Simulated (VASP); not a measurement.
Band structure of Gd (hcp). Computed with revTPSS meta-GGA, VASP's PBE PAW potentials (set 64) (plane waves; VASP).

The 4f electrons are frozen in the core of the lanthanide potential, so 4f levels, which can set the real gap, and their magnetism are missing.

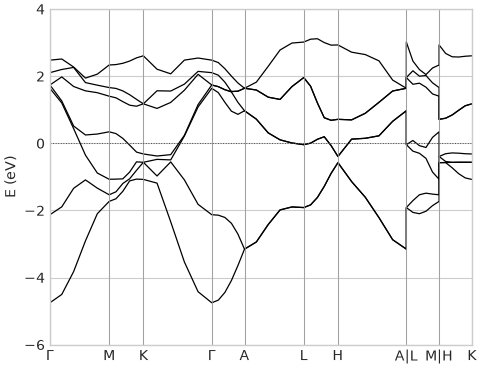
Figure. Bands along high-symmetry lines, zero at the valence-band maximum or, without a gap, the Fermi level

**Question.** Read the plot: is there a gap, and where are the band edges?

**Answer.** It has no gap at this level: it comes out as a metal or semimetal.

The compound is Gd in the hcp structure. It was relaxed first.
